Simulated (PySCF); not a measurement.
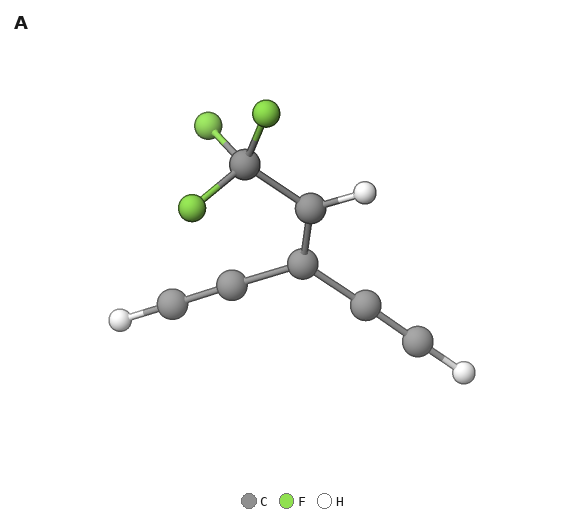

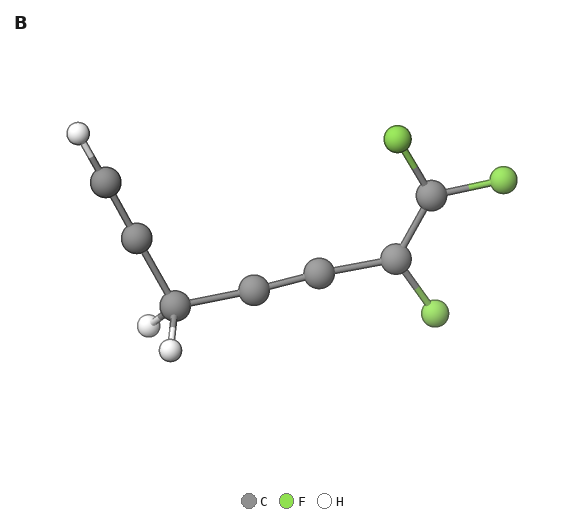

2 stationary structures of one formula. Geometries: GFN2-xTB. Electronic energies: PBE0/pcSseg-1 (PySCF 2.14.0), without zero-point energy. No frequency run is at hand to confirm each as a minimum.

### How are they related?

They are constitutional isomers of C7H3F3: A `C#CC(C#C)=CC(F)(F)F`, B `C#CCC#CC(F)=C(F)F`.

### Rank them by energy, lowest first.

A is lowest; B lies 81.4 kJ/mol above it.
